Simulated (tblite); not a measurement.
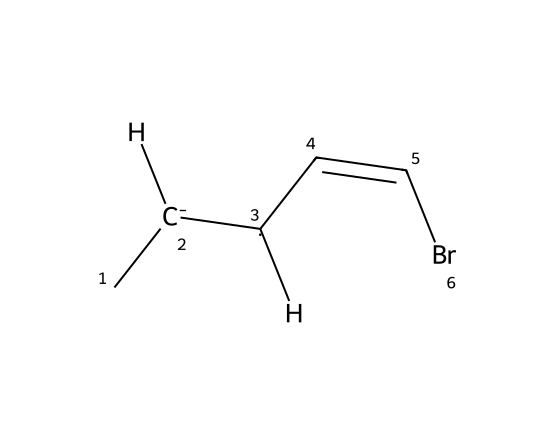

A structural formula, with wedges where it has stereocentres; small numbers name the atoms. The configuration is that of a computed structure (GFN2-xTB).

### Give the R/S and E/Z labels.

C4=C5: Z.
